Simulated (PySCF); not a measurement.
# Bi2O2F2: other functionals and bases at one geometry

How far do other levels of theory move the description of Bi2O2F2, and what does each cost? It is a constructed species; whether it can be made isn't addressed.

Program: PySCF 2.14.0. Level of theory: several levels, as the steps say, no spin–orbit coupling. These are calculated values, not measurements.

3 further runs of the same task are left out: 2 for a known fault of the program, 1 set aside as unsound or not needed. Runs told in other sessions of the task aren't counted.

### 1 Where the work starts

6 atoms, charge 0, spin multiplicity 1.

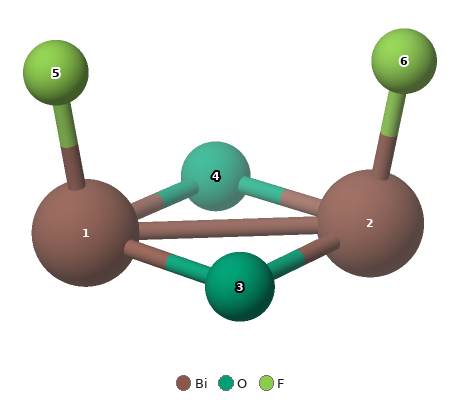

The geometry (bismuth brown, oxygen teal, fluorine green); atoms are numbered from 1 in the order of the file.

Coordinates:

```xyz
6

Bi    0.00000   -0.53857    1.60378
Bi    0.00000   -0.53857   -1.60378
O     1.39234   -0.58093    0.00000
O    -1.39234   -0.58093    0.00000
F     0.00000    1.48190    1.96312
F     0.00000    1.48190   -1.96312
```

Formal oxidation states: Bi +3. An earlier session relaxed this geometry at TPSS, Bi def2-SVP with ECP60, O def2-SVP, F def2-SVP (singlet, point group C2v).

At TPSS on the finer grid: E = -779.106504 Eh, HOMO -6.53 eV, LUMO -2.93 eV, Mulliken charge on Bi1 +1.09 e, largest force component 0.015 eV/Å. 

Levels to run: PBE; BP86; CAM-B3LYP; r2SCAN; TPSS, TZVP; TPSS, x2c-SVP. Hardware: 2 threads of AMD EPYC 9R45 (Zen 5), shared host.

### 2 PBE

Contents of run.py (the lines that set the calculation):

```python
mol = gto.M(atom='''
Bi     0.00000    -0.53857     1.60378
Bi     0.00000    -0.53857    -1.60378
O      1.39234    -0.58093     0.00000
O     -1.39234    -0.58093     0.00000
F      0.00000     1.48190     1.96312
F      0.00000     1.48190    -1.96312''',
    basis={'Bi': 'def2-SVP', 'O': 'def2-SVP', 'F': 'def2-SVP'},
    ecp={'Bi': 'def2-SVP'},
    charge=0, spin=0)
mf = dft.RKS(mol, xc='PBE')
mf.grids.atom_grid = (75, 302)
mf = mf.density_fit()  # fitting sets: Bi def2-universal-JKFIT, O def2-universal-JKFIT, F def2-universal-JKFIT
mf.conv_tol = 1e-08; mf.max_cycle = 55
mf.kernel(dm0)  # dm0: the density of the relaxed state
```

On the command line:

```
> OMP_NUM_THREADS=2 python run.py
```

Log:

```text
init E= -778.923791722747
  HOMO = -0.231535815513109  LUMO = -0.110798824019191  gap/eV = 3.28542
cycle= 1 E= -778.923632965855  delta_E= 0.000159  |g|= 0.0705  |ddm|= 0.177
  HOMO = -0.245281794804014  LUMO = -0.109697233667163  gap/eV = 3.68944
cycle= 2 E= -778.915834960639  delta_E= 0.0078  |g|= 0.206  |ddm|= 0.224
  HOMO = -0.233252424845305  LUMO = -0.109755074418313  gap/eV = 3.36053
cycle= 3 E= -778.924589109079  delta_E= -0.00875  |g|= 0.0209  |ddm|= 0.164
  HOMO = -0.235150873497376  LUMO = -0.110252404486562  gap/eV = 3.39866
cycle= 4 E= -778.924663495851  delta_E= -7.44e-05  |g|= 0.00996  |ddm|= 0.0246
  HOMO = -0.234951726013931  LUMO = -0.11044414223338  gap/eV = 3.38802
cycle= 5 E= -778.92468406858  delta_E= -2.06e-05  |g|= 0.000547  |ddm|= 0.00937
  HOMO = -0.23487304022424  LUMO = -0.110421338682592  gap/eV = 3.38650
cycle= 6 E= -778.924684147373  delta_E= -7.88e-08  |g|= 9.9e-05  |ddm|= 0.000784
  HOMO = -0.234871735429246  LUMO = -0.110416462737032  gap/eV = 3.38660
cycle= 7 E= -778.924684149594  delta_E= -2.22e-09  |g|= 4.12e-05  |ddm|= 0.00015
  HOMO = -0.234874605884457  LUMO = -0.110416752357786  gap/eV = 3.38667
Extra cycle  E= -778.924684141663  delta_E= 7.93e-09  |g|= 0.000195  |ddm|= 0.000178
converged SCF energy = -778.924684141663
```

It took 4.6 s on 2 threads of AMD EPYC 9R45 (Zen 5), shared host.

Result: E = -778.924684 Eh, HOMO -6.39 eV, LUMO -3.00 eV, Mulliken charge on Bi1 +1.05 e, largest force component 0.175 eV/Å. 

### 3 BP86

Changes to run.py (the lines that set the calculation) since step 2:

```diff
@@ -10,3 +10,3 @@
     charge=0, spin=0)
-mf = dft.RKS(mol, xc='PBE')
+mf = dft.RKS(mol, xc='B88,P86')
 mf.grids.atom_grid = (75, 302)
```

On the command line:

```
> OMP_NUM_THREADS=2 python run.py
```

Log:

```text
init E= -779.511367151918
  HOMO = -0.236562830545329  LUMO = -0.115773916918307  gap/eV = 3.28683
cycle= 1 E= -779.511036972142  delta_E= 0.00033  |g|= 0.0736  |ddm|= 0.184
  HOMO = -0.250766643165285  LUMO = -0.113949737009726  gap/eV = 3.72298
cycle= 2 E= -779.502263897324  delta_E= 0.00877  |g|= 0.218  |ddm|= 0.239
  HOMO = -0.238007926704137  LUMO = -0.114065289697304  gap/eV = 3.37265
cycle= 3 E= -779.512094986043  delta_E= -0.00983  |g|= 0.0225  |ddm|= 0.173
  HOMO = -0.239962702666841  LUMO = -0.114616066356714  gap/eV = 3.41086
cycle= 4 E= -779.512182051948  delta_E= -8.71e-05  |g|= 0.0102  |ddm|= 0.0258
  HOMO = -0.239760303449834  LUMO = -0.114853839553831  gap/eV = 3.39888
cycle= 5 E= -779.512203872855  delta_E= -2.18e-05  |g|= 0.000615  |ddm|= 0.00975
  HOMO = -0.239684037983675  LUMO = -0.114847441666129  gap/eV = 3.39698
cycle= 6 E= -779.512203974195  delta_E= -1.01e-07  |g|= 0.000126  |ddm|= 0.000878
  HOMO = -0.23968630095888  LUMO = -0.114844540973284  gap/eV = 3.39712
cycle= 7 E= -779.512203978323  delta_E= -4.13e-09  |g|= 4.14e-05  |ddm|= 0.000178
  HOMO = -0.239691198359536  LUMO = -0.114844480102835  gap/eV = 3.39725
Extra cycle  E= -779.512203970727  delta_E= 7.6e-09  |g|= 0.000191  |ddm|= 0.000176
converged SCF energy = -779.512203970727
```

It took 4.6 s on 2 threads of AMD EPYC 9R45 (Zen 5), shared host.

It gives: E = -779.512204 Eh, HOMO -6.52 eV, LUMO -3.13 eV, Mulliken charge on Bi1 +1.05 e, largest force component 0.190 eV/Å. 

### 4 CAM-B3LYP

Changes to run.py (the lines that set the calculation) since step 3:

```diff
@@ -10,3 +10,3 @@
     charge=0, spin=0)
-mf = dft.RKS(mol, xc='B88,P86')
+mf = dft.RKS(mol, xc='CAMB3LYP')
 mf.grids.atom_grid = (75, 302)
```

On the command line:

```
> OMP_NUM_THREADS=2 python run.py
```

Log:

```text
init E= -779.01721524723
  HOMO = -0.343461896439535  LUMO = -0.0492611116931734  gap/eV = 8.00561
cycle= 1 E= -779.024062027102  delta_E= -0.00685  |g|= 0.102  |ddm|= 0.298
  HOMO = -0.329972301939516  LUMO = -0.0523955851802782  gap/eV = 7.55325
cycle= 2 E= -779.021389559318  delta_E= 0.00267  |g|= 0.158  |ddm|= 0.186
  HOMO = -0.344224886966172  LUMO = -0.0526017369688816  gap/eV = 7.93547
cycle= 3 E= -779.026085893373  delta_E= -0.0047  |g|= 0.0129  |ddm|= 0.112
  HOMO = -0.342815204294655  LUMO = -0.0520777540680903  gap/eV = 7.91137
cycle= 4 E= -779.026108316325  delta_E= -2.24e-05  |g|= 0.00998  |ddm|= 0.0168
  HOMO = -0.343329625374879  LUMO = -0.0520986611780501  gap/eV = 7.92480
cycle= 5 E= -779.026128991864  delta_E= -2.07e-05  |g|= 0.00108  |ddm|= 0.00837
  HOMO = -0.343395765021658  LUMO = -0.0521902295690566  gap/eV = 7.92411
cycle= 6 E= -779.026129648104  delta_E= -6.56e-07  |g|= 0.000251  |ddm|= 0.00245
  HOMO = -0.343368730640076  LUMO = -0.0521822683697692  gap/eV = 7.92359
cycle= 7 E= -779.026129711855  delta_E= -6.38e-08  |g|= 6.94e-05  |ddm|= 0.000915
  HOMO = -0.343369014601327  LUMO = -0.0521854319573478  gap/eV = 7.92351
cycle= 8 E= -779.026129715593  delta_E= -3.74e-09  |g|= 1.22e-05  |ddm|= 0.000212
  HOMO = -0.343367588404211  LUMO = -0.0521845540986732  gap/eV = 7.92349
Extra cycle  E= -779.02612971569  delta_E= -9.66e-11  |g|= 1.36e-05  |ddm|= 3.65e-05
converged SCF energy = -779.02612971569
```

Wall time 5.6 s (2 threads of AMD EPYC 9R45 (Zen 5), shared host).

It gives: E = -779.026130 Eh, HOMO -9.34 eV, LUMO -1.42 eV, Mulliken charge on Bi1 +1.19 e, largest force component 1.036 eV/Å. 

### 5 r2SCAN

Changes to run.py (the lines that set the calculation) since step 4:

```diff
@@ -10,3 +10,3 @@
     charge=0, spin=0)
-mf = dft.RKS(mol, xc='CAMB3LYP')
+mf = dft.RKS(mol, xc='R2SCAN')
 mf.grids.atom_grid = (75, 302)
```

On the command line:

```
> OMP_NUM_THREADS=2 python run.py
```

Log:

```text
init E= -779.23762071166
  HOMO = -0.252890260048649  LUMO = -0.106181822018943  gap/eV = 3.99214
cycle= 1 E= -779.238684161103  delta_E= -0.00106  |g|= 0.0543  |ddm|= 0.175
  HOMO = -0.247108561287933  LUMO = -0.106939304200164  gap/eV = 3.81420
cycle= 2 E= -779.235360281527  delta_E= 0.00332  |g|= 0.14  |ddm|= 0.157
  HOMO = -0.251223267568763  LUMO = -0.106499592400372  gap/eV = 3.93813
cycle= 3 E= -779.239323654848  delta_E= -0.00396  |g|= 0.00338  |ddm|= 0.109
  HOMO = -0.251126354085701  LUMO = -0.106373337945517  gap/eV = 3.93893
cycle= 4 E= -779.239325646853  delta_E= -1.99e-06  |g|= 0.000723  |ddm|= 0.00341
  HOMO = -0.251104023431208  LUMO = -0.106365417147696  gap/eV = 3.93854
cycle= 5 E= -779.239325709381  delta_E= -6.25e-08  |g|= 0.000522  |ddm|= 0.000994
  HOMO = -0.251149872273267  LUMO = -0.106366651789276  gap/eV = 3.93975
cycle= 6 E= -779.239325763537  delta_E= -5.42e-08  |g|= 0.000143  |ddm|= 0.00052
  HOMO = -0.251133810169536  LUMO = -0.106361533082751  gap/eV = 3.93945
cycle= 7 E= -779.239325768297  delta_E= -4.76e-09  |g|= 2.68e-05  |ddm|= 0.000158
  HOMO = -0.25113335025942  LUMO = -0.106363143561659  gap/eV = 3.93940
Extra cycle  E= -779.239325766316  delta_E= 1.98e-09  |g|= 9.84e-05  |ddm|= 0.000101
converged SCF energy = -779.239325766316
```

It took 5.7 s on 2 threads of AMD EPYC 9R45 (Zen 5), shared host.

It gives: E = -779.239326 Eh, HOMO -6.83 eV, LUMO -2.89 eV, Mulliken charge on Bi1 +1.17 e, largest force component 0.411 eV/Å. 

### 6 TPSS, TZVP

Basis: Bi def2-TZVP with ECP60, O def2-TZVP, F def2-TZVP. 

Contents of run.py (the lines that set the calculation):

```python
mol = gto.M(atom='''
Bi     0.00000    -0.53857     1.60378
Bi     0.00000    -0.53857    -1.60378
O      1.39234    -0.58093     0.00000
O     -1.39234    -0.58093     0.00000
F      0.00000     1.48190     1.96312
F      0.00000     1.48190    -1.96312''',
    basis={'Bi': 'def2-TZVP', 'O': 'def2-TZVP', 'F': 'def2-TZVP'},
    ecp={'Bi': 'def2-TZVP'},
    charge=0, spin=0)
mf = dft.RKS(mol, xc='TPSS')
mf.grids.atom_grid = (75, 302)
mf = mf.density_fit()  # fitting sets: Bi def2-universal-JKFIT, O def2-universal-JKFIT, F def2-universal-JKFIT
mf.conv_tol = 1e-08; mf.max_cycle = 55
mf.kernel(dm0)  # dm0: free metal ions and neutral atoms
```

On the command line:

```
> OMP_NUM_THREADS=2 python run.py
```

Log:

```text
init E= -789.941385281418
  HOMO = -0.128261689914406  LUMO = -0.0832322114233648  gap/eV = 1.22531
cycle= 1 E= -776.889152415426  delta_E= 13.1  |g|= 3.98  |ddm|= 3.26
  HOMO = -0.258701582545877  LUMO = -0.137973207422014  gap/eV = 3.28519
cycle= 2 E= -773.853488845584  delta_E= 3.04  |g|= 6.13  |ddm|= 4.95
  HOMO = -0.196432728933047  LUMO = -0.0897781231010316  gap/eV = 2.90222
cycle= 3 E= -779.208353851144  delta_E= -5.35  |g|= 1.38  |ddm|= 3.59
  HOMO = -0.283042630654509  LUMO = -0.125825802615502  gap/eV = 4.27809
cycle= 4 E= -779.041078438989  delta_E= 0.167  |g|= 1.75  |ddm|= 1.78
  HOMO = -0.232397325661392  LUMO = -0.115738901587903  gap/eV = 3.17444
cycle= 5 E= -779.561656919657  delta_E= -0.521  |g|= 0.467  |ddm|= 1.22
  HOMO = -0.264520565732172  LUMO = -0.117994443222248  gap/eV = 3.98718
cycle= 6 E= -779.591838938513  delta_E= -0.0302  |g|= 0.192  |ddm|= 0.387
  HOMO = -0.255020981108636  LUMO = -0.116497121539279  gap/eV = 3.76943
cycle= 7 E= -779.599132023756  delta_E= -0.00729  |g|= 0.0198  |ddm|= 0.148
  HOMO = -0.253851108072814  LUMO = -0.115905593209195  gap/eV = 3.75369
cycle= 8 E= -779.599199649641  delta_E= -6.76e-05  |g|= 0.00444  |ddm|= 0.0196
  HOMO = -0.25413381425959  LUMO = -0.116147702075867  gap/eV = 3.75479
cycle= 9 E= -779.599202227894  delta_E= -2.58e-06  |g|= 0.00139  |ddm|= 0.00687
  HOMO = -0.254075797953774  LUMO = -0.116086287886411  gap/eV = 3.75489
cycle= 10 E= -779.599202576554  delta_E= -3.49e-07  |g|= 0.000525  |ddm|= 0.0014
  HOMO = -0.254064001932827  LUMO = -0.116083354240725  gap/eV = 3.75464
cycle= 11 E= -779.599202621873  delta_E= -4.53e-08  |g|= 0.000115  |ddm|= 0.000331
  HOMO = -0.254058170544789  LUMO = -0.116084808967795  gap/eV = 3.75445
cycle= 12 E= -779.5992026244  delta_E= -2.53e-09  |g|= 8.83e-06  |ddm|= 9.09e-05
  HOMO = -0.254056766077177  LUMO = -0.116084749398212  gap/eV = 3.75441
Extra cycle  E= -779.59920262431  delta_E= 8.94e-11  |g|= 2.35e-05  |ddm|= 1.91e-05
converged SCF energy = -779.59920262431
```

Run time: 21 s. Hardware: 2 threads of AMD EPYC 9R45 (Zen 5), shared host.

Result: E = -779.599203 Eh, HOMO -6.91 eV, LUMO -3.16 eV, Mulliken charge on Bi1 +1.18 e, largest force component 0.821 eV/Å. 

### 7 TPSS, x2c-SVP

Basis: Bi x2c-SVPall, O x2c-SVPall, F x2c-SVPall. All electrons are treated, with the spin-free X2C Hamiltonian.

Contents of run.py (the lines that set the calculation):

```python
mol = gto.M(atom='''
Bi     0.00000    -0.53857     1.60378
Bi     0.00000    -0.53857    -1.60378
O      1.39234    -0.58093     0.00000
O     -1.39234    -0.58093     0.00000
F      0.00000     1.48190     1.96312
F      0.00000     1.48190    -1.96312''',
    basis={'Bi': 'x2c-SVPall', 'O': 'x2c-SVPall', 'F': 'x2c-SVPall'},
    nucmod='G',
    charge=0, spin=0)
mf = dft.RKS(mol, xc='TPSS')
mf.grids.atom_grid = (99, 590)
mf = mf.density_fit()  # fitting sets: Bi AutoAux, O AutoAux, F AutoAux
mf = mf.sfx2c1e()
mf.conv_tol = 1e-08; mf.max_cycle = 55
mf.kernel(dm0)  # dm0: free metal ions and neutral atoms
```

On the command line:

```
> OMP_NUM_THREADS=2 python run.py
```

Log:

```text
init E= -43427.6121180766
  HOMO = -0.11170968369701  LUMO = -0.0653706547197066  gap/eV = 1.26095
cycle= 1 E= -43414.1556149376  delta_E= 13.5  |g|= 3.79  |ddm|= 4.23
  HOMO = -0.19470148921777  LUMO = -0.0616509568123869  gap/eV = 3.62049
cycle= 2 E= -43411.7614017551  delta_E= 2.39  |g|= 5.02  |ddm|= 6.14
  HOMO = -0.191601336597151  LUMO = -0.0787089912116699  gap/eV = 3.07196
cycle= 3 E= -43416.7158291592  delta_E= -4.95  |g|= 0.903  |ddm|= 4.43
  HOMO = -0.261444756841763  LUMO = -0.117113909021945  gap/eV = 3.92744
cycle= 4 E= -43416.6216789872  delta_E= 0.0942  |g|= 1.19  |ddm|= 1.76
  HOMO = -0.21147618942847  LUMO = -0.108636319044066  gap/eV = 2.79842
cycle= 5 E= -43416.8484891437  delta_E= -0.227  |g|= 0.515  |ddm|= 1.22
  HOMO = -0.247898359139335  LUMO = -0.109506797783905  gap/eV = 3.76583
cycle= 6 E= -43416.8985104775  delta_E= -0.05  |g|= 0.133  |ddm|= 0.492
  HOMO = -0.240523961257199  LUMO = -0.107707007114881  gap/eV = 3.61413
cycle= 7 E= -43416.9024978261  delta_E= -0.00399  |g|= 0.0176  |ddm|= 0.13
  HOMO = -0.239572972083292  LUMO = -0.107367978136403  gap/eV = 3.59748
cycle= 8 E= -43416.9025565531  delta_E= -5.87e-05  |g|= 0.00299  |ddm|= 0.0161
  HOMO = -0.239844652581116  LUMO = -0.107510382305325  gap/eV = 3.60100
cycle= 9 E= -43416.9025574821  delta_E= -9.29e-07  |g|= 0.0015  |ddm|= 0.00377
  HOMO = -0.239779373291502  LUMO = -0.107455808260638  gap/eV = 3.60071
cycle= 10 E= -43416.9025579375  delta_E= -4.55e-07  |g|= 0.000484  |ddm|= 0.00147
  HOMO = -0.239758742908786  LUMO = -0.107449469889091  gap/eV = 3.60032
cycle= 11 E= -43416.9025579873  delta_E= -4.98e-08  |g|= 9.18e-05  |ddm|= 0.000391
  HOMO = -0.239753808015994  LUMO = -0.107450422132678  gap/eV = 3.60016
cycle= 12 E= -43416.9025579891  delta_E= -1.76e-09  |g|= 7.11e-06  |ddm|= 9.38e-05
  HOMO = -0.239752156637907  LUMO = -0.107450118689693  gap/eV = 3.60012
Extra cycle  E= -43416.902557989  delta_E= 1.46e-11  |g|= 2.34e-05  |ddm|= 2.53e-05
converged SCF energy = -43416.902557989
```

It took 52 s on 2 threads of AMD EPYC 9R45 (Zen 5), shared host.

Result: E = -43416.902558 Eh, HOMO -6.52 eV, LUMO -2.92 eV, Mulliken charge on Bi1 +1.15 e, largest force component 0.618 eV/Å. 

### 8 Results

| level | state | HOMO (eV) | gap (eV) | charge on Bi1 (e) | dipole (D) | largest force component (eV/Å) | basis functions | time |
| --- | --- | --- | --- | --- | --- | --- | --- | --- |
| TPSS (relaxed here) | singlet | -6.53 | 3.59 | 1.09 | 5.77 | 0.01 | 108 | 18 s |
| PBE | singlet | -6.39 | 3.39 | 1.05 | 5.65 | 0.17 | 108 | 4.6 s |
| BP86 | singlet | -6.52 | 3.40 | 1.05 | 5.66 | 0.19 | 108 | 4.6 s |
| CAM-B3LYP | singlet | -9.34 | 7.92 | 1.19 | 6.40 | 1.04 | 108 | 5.6 s |
| r2SCAN | singlet | -6.83 | 3.94 | 1.17 | 6.08 | 0.41 | 108 | 5.7 s |
| TPSS, TZVP | singlet | -6.91 | 3.75 | 1.18 | 6.18 | 0.82 | 224 | 21 s |
| TPSS, x2c-SVP | singlet | -6.52 | 3.60 | 1.15 | 5.76 | 0.62 | 180 | 52 s |

Times are on 2 threads of AMD EPYC 9R45 (Zen 5), shared host; the first row also made further properties.

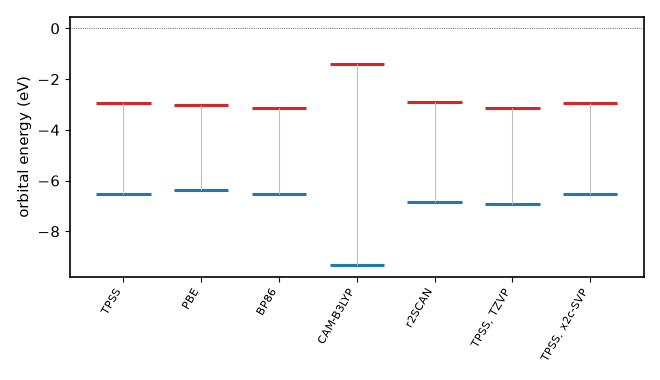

Highest filled and lowest empty level, method by method.

In one basis the HOMO–LUMO gap runs from 3.39 eV (PBE) to 7.92 eV (CAM-B3LYP). The largest leftover force, 1.04 eV/Å with CAM-B3LYP, stands at a geometry relaxed at another level. The Mulliken charge on Bi spans +1.05 to +1.19 e over the levels. Total energies of different levels can't be compared. Spin–orbit coupling is left out throughout.
